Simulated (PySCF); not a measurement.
Vertical excitations of a molecule C8H6N2 from TDA-LC-ωPBE/def2-SVPD (PySCF), as energy in eV (oscillator strength): 3.96 (0.005), 4.80 (0.100), 5.11 (0.047), 5.26 (0.000), 5.85 (0.000), 6.38 (0.786). Lowest triplet (TDA): 3.14 eV. The structure is a stationary point at B3LYP-D3(BJ)/def2-SVP. Other conformers were not sampled.

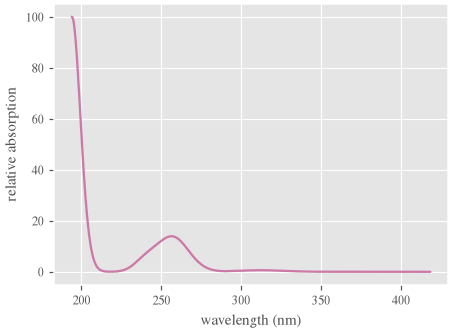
Figure. The lines broadened by 0.4 eV.

Which structure fits?
A. C=Cc1cncc(C#N)c1
B. C#Cc1cc(C=C)ncn1
C. C#Cc1cc(C#N)n(C)c1
D. c1ccc2nccnc2c1

D, c1ccc2nccnc2c1
